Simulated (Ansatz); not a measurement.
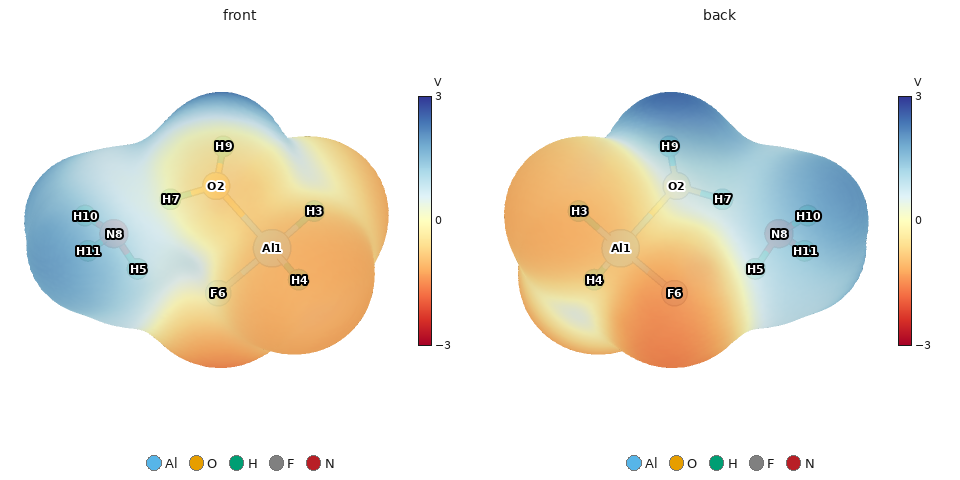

Figure 1: AlFH4O···NH3. The molecular electrostatic potential painted on the density surface at 0.001 e/bohr³, seen from the front and from behind; the colour scale runs from red (negative) to blue (positive).

Method: Ansatz, RKS PBE0/def2-SVP.

```json
{"atom": "Al", "x (Å)": "-0.9736", "y (Å)": "-0.5075", "z (Å)": "-1.3671"}
{"atom": "O", "x (Å)": "-0.3248", "y (Å)": "-1.1214", "z (Å)": "0.3392"}
{"atom": "H", "x (Å)": "-0.3357", "y (Å)": "-1.5951", "z (Å)": "-2.3539"}
{"atom": "H", "x (Å)": "-2.5471", "y (Å)": "-0.3038", "z (Å)": "-1.2277"}
{"atom": "H", "x (Å)": "0.6888", "y (Å)": "1.3906", "z (Å)": "0.2980"}
{"atom": "F", "x (Å)": "-0.1252", "y (Å)": "0.9932", "z (Å)": "-1.3498"}
{"atom": "H", "x (Å)": "0.2189", "y (Å)": "-0.3526", "z (Å)": "0.8357"}
{"atom": "N", "x (Å)": "0.8783", "y (Å)": "0.9473", "z (Å)": "1.2081"}
{"atom": "H", "x (Å)": "0.2125", "y (Å)": "-1.9207", "z (Å)": "0.3030"}
{"atom": "H", "x (Å)": "1.8823", "y (Å)": "0.9729", "z (Å)": "1.3779"}
{"atom": "H", "x (Å)": "0.4255", "y (Å)": "1.4970", "z (Å)": "1.9365"}
```

> Which sites attract a positive test charge, and which a negative one?

A positive charge is drawn to the negative regions and a negative charge to the positive ones. The most negative region (about −1.6 V, or −37 kcal/mol for a unit charge) lies over F6, the most positive (about +2.4 V, or +55 kcal/mol for a unit charge) over H9.
